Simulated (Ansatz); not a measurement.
# Ta2N monolayer: phonons and vibrational spectra, part 2 of 2

How does Ta2N monolayer vibrate, and is this structure a minimum?

Ansatz 0.2.0; DFT PBEsol, scalar-relativistic, plane waves, PAW; PAW set soft_1.

So far. Step 4 (Tight relaxation): The largest force component left is 0.012 meV/Å, within the tolerances set. Step 5 (Modes at Γ): Before it was imposed, the acoustic sum rule was missed by 1.9e-5 eV/Å². Small misses are needed for a sound result but don't prove that mesh and cutoff are converged. The lowest optical mode is real, 121 cm⁻¹.

## Step 6: The dispersion

Stability and thermal properties need the whole zone. Linear response on a 6×6×1 q mesh gives force constants as far as a supercell of that size would.

input.yaml reads:

```yaml
crystal:
  lattice:
    - [3.0681275535, 0.0, 0.0]
    - [-1.5340637768, 2.6570764034, 0.0]
    - [0.0, 0.0, 28.6]
  atoms:
    - { symbol: "N", position: [0.0, 0.0, 0.3496503497] }
    - { symbol: Ta, position: [0.3333333333, 0.6666666667, 0.3899813597] }
    - { symbol: Ta, position: [0.6666666667, 0.3333333333, 0.3093193397] }
  periodic: [true, true, false]
kpoints:
  mp_grid: { grid: [18, 18, 1] }
hamiltonian:
  xc: pbesol
  pseudopotentials: { kind: paw, azcp: { folder: soft_1 }, xc_functional: pbe }
scf:
  occupations: { method: methfessel_paxton, width: 0.2 }
output:
  eigenvalues: true
phonons:
  method: dfpt
  qmesh: [6, 6, 1]
  temperatures: { t_max: 1000, t_step: 50 }
  qpath:
    path:
      - [0.0, 0.0, 0.0]
      - [0.5, 0.0, 0.0]
      - [0.33333333, 0.33333333, 0.0]
      - [0.0, 0.0, 0.0]
    npoints: 10
```

The run is started by

```bash
ansatz run input.yaml --threads 4 --pin off --max-ram 16384MiB --backend cpu --events-out ev --progress --plain --runs-dir out
```

Numbers of over 12 decimals in the logs are rounded to 6 here.

Log:

```text
[...]
Crystal: 3 atoms, lattice volume = 233.154 Å³
Basis set: ecut = 420 eV, 4535 PW (Γ), exchange–correlation on 48×48×384 points (8 copies of the dense FFT grid, shifted against one another)
Bands: 20, of which v1, the nominal top of the filled ones, is band 16 counted from 1 (15 counted from 0)
Symmetry: 12 space group operations
k-points: 37 of 324 (irreducible under 6 space group operations, time reversal used)
[...]
SCF iter   1: F=—  HF=-19995.308518 eV  |F-HF|=—  |Δ(HF+E_count)|=         —  Δρ=4.88e-2  dr2=1.20e1  ethr=3.10e-3  ⟨swp⟩=10.8  Hψ=5855  notcnv=0
[...]
SCF iter  11: F=-19992.854687 eV  HF=-19992.854687 eV  |F-HF|=3.64e-11  |Δ(HF+E_count)|=   1.09e-9  S|Δr|=    0.00e0  Δρ=3.52e-8  dr2=2.22e-12  ethr=1.00e-12  ⟨swp⟩=17.7  Hψ=7060  notcnv=0
SCF 1 converged in 11 iterations: F = -19992.854687 eV  dr2 = 2.22e-12
[...]
phonons: the bands overlap, so this run is a metal and interpolates without the dipole-dipole term. If the crystal is really an insulator or semiconductor, its LO-TO splitting is missing
NSCF: frozen V_eff on 37 k-points
WARN: eigensolver did not converge (k=10): 1 band(s) unlocked after 2 eigensolves, warm-restarted (20 sweeps on the last) at ethr=1.22e-12 eV (storage-precision floor; scheduled 1.00e-12 eV) (lowest unlocked band 19, counted from 0; max residual 5.03e-5 eV among the unlocked bands, 5.03e-5 eV over every band; other slots of this pass that fall short are told together in one closing line; warning suppressed until the next SCF loop or pass starts)
WARN: eigensolver did not converge in 2 slots of this pass, the one above among them; of largest residual over every band (k=10): 1 band(s) unlocked (lowest unlocked band 19, counted from 0; max residual 5.03e-5 eV among the unlocked bands, 5.03e-5 eV over every band); of lowest unlocked band (k=10): band 19
[...]
DFPT response loops at q = (0, 0, 0) (fractional): preconditioner auto → none (partly filled bands, converged f_vac=0.746); β = 0.50; Broyden in place of MSR1
[...]
SCF converged after 11 iterations
[...]
Free energy (F): -19992.854687 eV
[...]
Internal energy: -19992.857832 eV  (E = F + TS)
E sigma→0 (E₀):  -19992.855473 eV
Entropy (-TS):   0.003145 eV (1.048 meV/atom)
Fermi energy:    -4.893899 eV
[...]
--- Band table (eV; the first three rows and the last of 37) ---
  k-point 0: bands = [... 12 lower, -7.5687, -5.9408, -5.7311, -5.6025, -5.6025, -3.4592, -3.4335, -3.4335]
  k-point 1: bands = [... 12 lower, -7.4453, -6.0938, -5.7322, -5.6689, -5.5308, -3.8831, -3.4883, -2.8685]
  k-point 2: bands = [... 12 lower, -7.1589, -6.4561, -6.0442, -5.5196, -5.3241, -3.9896, -3.5388, -2.9017]
  k-point 36: bands = [... 12 lower, -6.3791, -6.3764, -6.3764, -4.5639, -3.3921, -3.3921, -1.5947, -1.5947]
--- Phonons (Γ-DFPT): 6 representative perturbations + reference (Σ response iterations 32) ---
  ASR residual: 2.337e-5 → 0.000e0 eV/Å²; symmetrization residual: 7.137e-6 eV/Å²
[...]
ASR residual per site (eV/Å²): 2.34e-5 7.25e-6 3.84e-6
  Γ frequencies (cm⁻¹): 0.00 0.00 0.00 121.11 121.11 188.99 542.00 542.00 587.39
--- Phonons (arbitrary-q DFPT): 7 irreducible q on the 6×6×1 mesh ---
  q = [0.0000, 0.0000, 0.0000] (star 1, of the zone-centre solve; hermiticity 8.34e-7, symmetrization 5.97e-11, taken by the last average 1.63e-7): 0.00 0.00 0.00 121.11 121.11 188.99 542.00 542.00 587.39
  q = [0.0000, 0.1667, 0.0000] (star 6, 9 solved perturbations on 171 of 324 k-point pairs; hermiticity 4.20e-7, symmetrization 2.05e-10, taken by the last average 1.71e-7): 30.70 64.14 91.96 120.65 123.22 184.59 535.54 536.27 571.01
[...]
q = [0.1667, 0.1667, 0.0000] (star 6, 6 solved perturbations in 1485 linear systems a pass and spin channel, the states on 324 of 324 k-point pairs; hermiticity 7.44e-7, symmetrization 1.96e-10, taken by the last average 1.70e-7): 70.89 101.08 115.76 125.47 129.20 184.00 532.21 550.09 560.42
[...]
sum rule: each row above includes the acoustic sum rule's correction from the zone centre's row sums; it moved no ω² by more than (0.67 cm⁻¹)²
  mesh force constants: q→R imaginary residual 3.13e-18; ASR residual 2.337e-5 → 0.000e0 eV/Å²; symmetrization residual 7.105e-15 eV/Å²
  interpolated dispersion: 31 rows × 9 modes
  density of states and harmonic sums: on the 24×24×1 q-mesh, interpolated from the force constants of a 6×6×1 supercell (no non-analytic term)
  largest difference from the sums on the solved wave vectors: F 2.47e-2 eV, S 3.05e-5 and C_V 5.83e-6 eV/K
  zero-point energy: 0.147592 eV/cell   skipped modes (ω ≤ 0): 4, of them read as no rigid motion or as one in doubt: 1 (1.042e-2 modes/cell left out, lowest -3.54 cm⁻¹)   left out of the sums: 1.74e-3 of the cell's modes: C_V's classical limit lies that fraction below 3 k_B per atom; for a crystal, a wire or a layer, F and S can be off by more, and a phonons.interpolated_qmesh denser along its periods is the remedy for the sampling
```

The job ended after 20 min (4 threads of Arm Neoverse V2, shared host; peak memory 3.1 GiB; 78 min of CPU time).

This step gave:

```
sum-rule residual before enforcement                       : 2.34e-5 eV/Å²
lowest frequency on the path                               : -3.659 cm⁻¹
highest frequency on the path or at a solved wavevector    : 587.4 cm⁻¹
mean frequency                                             : 264.9 cm⁻¹
lowest mode on the q mesh (acoustic modes at Γ apart)      : 30.7 cm⁻¹
zero-point energy per atom                                 : 49.2 meV
heat capacity at 300 K                                     : 20.89 J/(mol atoms K)
vibrational entropy at 300 K                               : 28.96 J/(mol atoms K)
edges of the widest gap between branches, on path and mesh : 192.3, 518.3 cm⁻¹
```

Frequencies (cm⁻¹) solved at each irreducible wavevector; negative means imaginary. Frequencies by wavevector, by row:

```csv
q in reciprocal lattice units,star,mode 1,mode 2,mode 3,mode 4,mode 5,mode 6,mode 7,mode 8,mode 9
0 0 0,1,0,0,0,121.1,121.1,189,542,542,587.4
0 0.1667 0,6,30.7,64.1,92,120.7,123.2,184.6,535.5,536.3,571
0 0.3333 0,6,91.6,105.6,117.6,128.2,133.5,182.3,540.6,554.6,560.5
0 -0.5 0,3,99.4,112.6,114.9,127.1,134.7,192.3,518.3,552.3,576.5
0.1667 0.1667 0,6,70.9,101.1,115.8,125.5,129.2,184,532.2,550.1,560.4
0.1667 0.3333 0,12,110.3,113.2,116.1,128.4,141.3,181.7,528,545.3,557.2
0.3333 0.3333 0,2,110.6,128.1,128.1,143.1,143.1,178.2,550.1,550.1,558.5
```

Interpolated from a 6×6×1 q mesh. Phonon branches along the path, in cm⁻¹:

```csv
point,branch 1,branch 2,branch 3,branch 4,branch 5,branch 6,branch 7,branch 8,branch 9
Γ,0,0,0,121,121,189,542,542,587
M,99,113,115,127,135,192,518,552,576
K,111,128,128,143,143,178,550,550,558
Γ,0,0,0,121,121,189,542,542,587
```

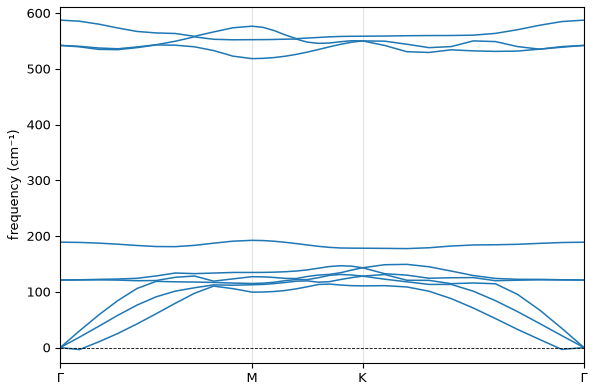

Phonon branches along the path.

The phonon density of states has structure finer than the step of the table below, so its rows give means over 25 cm⁻¹, whole bins alone (the curve runs from -2.5 to 588 cm⁻¹). Peaks (cm⁻¹: height): 117.5: 0.167, 182.5: 0.115, 537.5: 0.0883, 557.5: 0.0855.

Tetrahedra on a 24×24×1 mesh, mean over bins of 5 cm-1. Interpolated from a 6×6×1 q mesh. The phonon density of states by wavenumber; means over each step:

```csv
wavenumber (cm⁻¹),phonon density of states (1/cm⁻¹/cell)
25,0.00514
50,0.00824
75,0.0127
100,0.0428
125,0.115
150,0.0144
175,0.0335
200,0.00652
225,0
250,0
275,0
300,0
325,0
350,0
375,0
400,0
425,0
450,0
475,0
500,0
525,0.0329
550,0.0702
575,0.0167
```

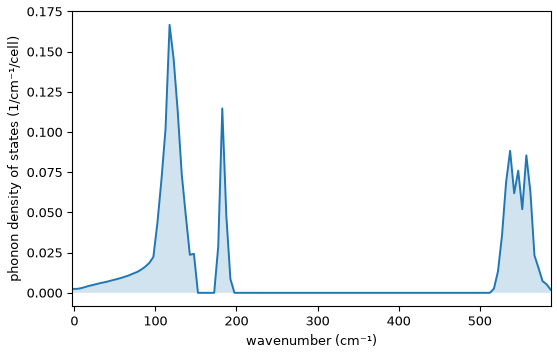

Phonon density of states against wavenumber.

The partial phonon density of states has structure finer than the step of the table below, so its rows give means over 50 cm⁻¹, whole bins alone (the curve runs from -13.7 to 615 cm⁻¹). Peaks (cm⁻¹: height): N 539.9: 0.0715; Ta 120.8: 0.139, 184.0: 0.0704.

Phonopy on the run's constants, 21x21x1 mesh, Gaussian sigma 4.5 cm-1. Interpolated from a 6×6×1 q mesh. The partial phonon density of states by wavenumber; means over each step; values in 1/cm⁻¹/cell:

```csv
wavenumber (cm⁻¹),N,Ta
50,3.4e-4,0.00809
100,0.00171,0.0582
150,6.3e-4,0.0304
200,3.7e-5,0.0184
250,0,0
300,0,0
350,0,0
400,0,0
450,0,0
500,0.00252,2.0e-4
550,0.0529,0.00252
```

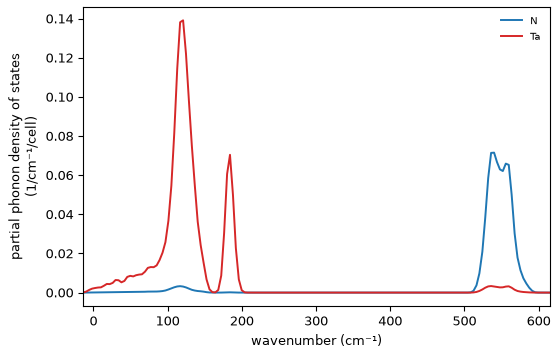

Partial phonon density of states, plotted against wavenumber.

Harmonic thermodynamic functions per atom, from the density of states. Interpolated from a 6×6×1 q mesh. Thermodynamic functions, by row:

```csv
T (K),F_vib (meV/atom),S (J/mol-atom/K),C_V (J/mol-atom/K)
0,49.2,0,0
100,45.05,10.32,12.92
200,28.47,21.04,18.08
300,2.38,28.96,20.89
400,-30.99,35.2,22.37
500,-70.19,40.29,23.19
600,-114.2,44.56,23.67
700,-162.4,48.23,23.98
800,-214.1,51.45,24.19
900,-268.9,54.31,24.33
1000,-326.5,56.88,24.44
```

Symmetry leaves 7 wavevectors to solve. The lowest mode among them, the acoustic zeros apart, lies at q = (0, 0.167, 0) and is real, 30.7 cm⁻¹.

## Step 7: Another isotope

An isotope changes the mass and not the force constants, so no new electronic calculation is needed; the shifts show which modes move this element.

The same force constants with the mass of N changed from 14.007 to 15.000 u (phonopy, no LO-TO term). Both lists are sorted by frequency; levels can cross, so a row need not hold one and the same mode. Modes under 3 cm⁻¹ are left out. Isotope shifts, by row:

```csv
q,rank,natural mass (cm⁻¹),changed mass (cm⁻¹)
0 0 0,4,121.1,121.1
0 0 0,5,121.1,121.1
0 0 0,6,189,189
0 0 0,7,542,524.4
0 0 0,8,542,524.4
0 0 0,9,587.4,568.4
0 0.1667 0,1,30.71,30.66
0 0.1667 0,2,64.14,64.07
0 0.1667 0,3,91.97,91.87
0 0.1667 0,4,120.7,120.6
0 0.1667 0,5,123.2,123.2
0 0.1667 0,6,184.6,184.6
0 0.1667 0,7,535.5,518.1
0 0.1667 0,8,536.3,518.9
0 0.1667 0,9,571,552.7
0 0.3333 0,1,91.56,91.44
0 0.3333 0,2,105.6,105.5
0 0.3333 0,3,117.6,117.6
0 0.3333 0,4,128.2,128.2
0 0.3333 0,5,133.5,133.3
0 0.3333 0,6,182.3,182.3
0 0.3333 0,7,540.6,523.1
0 0.3333 0,8,554.6,536.7
0 0.3333 0,9,560.5,542.6
0 -0.5 0,1,99.43,99.14
0 -0.5 0,2,112.6,112.6
0 -0.5 0,3,114.9,114.8
0 -0.5 0,4,127.1,127
0 -0.5 0,5,134.7,134.7
0 -0.5 0,6,192.3,192.3
0 -0.5 0,7,518.3,502.4
0 -0.5 0,8,552.3,534.3
0 -0.5 0,9,576.5,557.9
```

A mode of this element alone would shift by -3.37 %. The highest zone-centre frequency without the field goes from 587.4 to 568.4 cm⁻¹ (-3.2 %). The product of the frequency ratios over all optical modes at Γ is 0.906; the product rule, (m/m′)^(3k/2) (M′/M)^(3/2) with k = 1 such atoms and M the mass of the cell, gives 0.906.

## Step 8: Results

```yaml
space_group_after_relaxation_within_0p01_a: P-3m1
area_per_atom: 2.72 Å²
electronic_character: no gap on this mesh
highest_optical_mode_at_the_zone_centre_no_lo_to_term: 587 cm⁻¹
lowest_optical_zone_centre_mode: 121 cm⁻¹
lowest_mode_on_the_q_mesh_acoustic_modes_at_gamma_apart: 30.7 cm⁻¹
highest_frequency_on_the_path_or_at_a_solved_wavevector: 587 cm⁻¹
zero_point_energy_per_atom: 49.2 meV
heat_capacity_at_300_k: 20.9 J/(mol atoms K)
vibrational_entropy_at_300_k: 29.0 J/(mol atoms K)
imaginary_modes_on_the_6x6x1_q_mesh: none
```

No mode is imaginary at the 7 irreducible wavevectors solved, but between them the interpolated path dips to 3.7i cm⁻¹, so stability is not settled. The optical modes at Γ span 121 to 587 cm⁻¹. The highest mode in this list at Γ, 587.4 cm⁻¹, is mostly motion of N (96 % of the kinetic energy). On the path and the mesh, the widest gap between branches runs from 192 to 518 cm⁻¹. With no gap, or one that is small against the smearing, the frequencies hang on the k mesh and the smearing, most of all near Kohn anomalies. The phonon runs are without spin polarisation, although the cell has an odd electron count. In a sheet or slab the interpolated bending branch near Γ is rough, since the rotational sum rule isn't imposed. Spin-orbit coupling is left out, which can matter for the heavy elements here. The PAW files were made for PBE and serve the other functionals too. A phonon run warned that its eigensolver left some bands unconverged in a pass. The starting cell was built on a prototype and not taken from a measurement. These are harmonic frequencies at zero temperature: anharmonic shifts, linewidths and thermal expansion are left out.

[Logs are printed without paths, hosts, clocks, repeated set-up lines and the standing remarks that a program may print on its own settings, such as how far it seeks lower states.]

[Hosts, paths, dates, database ids (printed as entryN), source tags and the programs' standing remarks are cut or masked in the printed files.]
